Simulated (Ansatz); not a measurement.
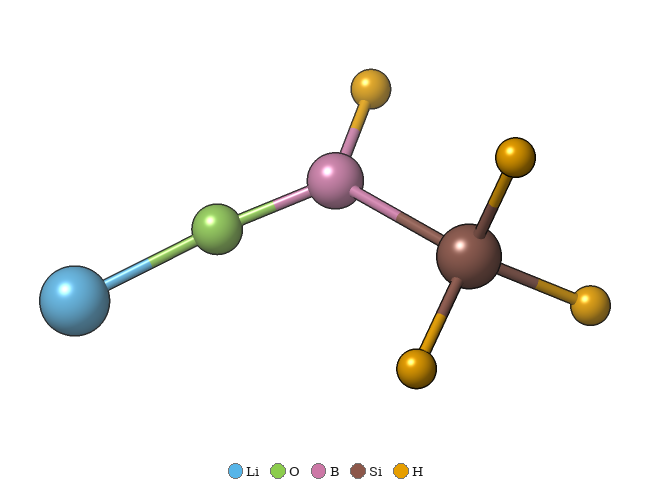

The computed structure is the end point of a PBE0-D4/def2-TZVP optimisation. No frequency run is at hand to confirm it as a minimum.

Give the structural formula.

SMILES: [Li][O]B[SiH3]

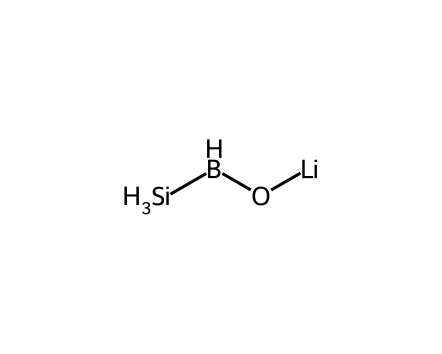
